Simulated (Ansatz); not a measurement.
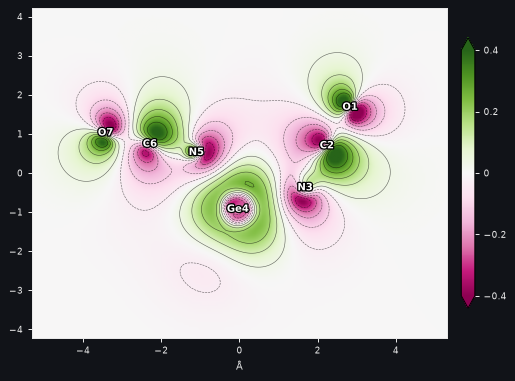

The picture shows: C₄GeN₄O₄ (SMILES O=C=[N][Ge]([N]=C=O)([N]=C=O)[N]=C=O). The LUMO on the plane of atoms C2, N3 and Ge4 (values in Å⁻³ᐟ²; the overall sign is arbitrary).

Geometry: PBE0-D4/def2-TZVP.

All numbers below come from RKS PBE0-D4/def2-TZVPP in Ansatz 0.2.0.

```csv
atom,x (Å),y (Å),z (Å)
O,-0.9574,2.7397,2.2904
C,-0.9537,1.7341,1.7165
N,-1.0234,0.6635,1.1616
Ge,-0.0400,-0.2000,-0.0769
N,1.3515,0.8496,-0.5355
C,2.2860,0.7801,-1.2966
O,3.2060,0.7903,-2.0002
N,-1.0365,-0.5842,-1.5206
C,-2.0484,-0.1643,-2.0252
O,-3.0113,0.1813,-2.5688
N,0.5471,-1.7709,0.5650
C,0.7437,-2.2582,1.6506
O,0.9569,-2.7955,2.6546
```

**Describe this orbital and give its energy.**

It lies mainly on Ge4 (about 20 %), C2 (about 10 %), N3 (about 10 %), C6 (about 10 %), N5 (about 10 %), C9 (about 5 %) and C12 (about 5 %). Its energy is −1.31 eV.
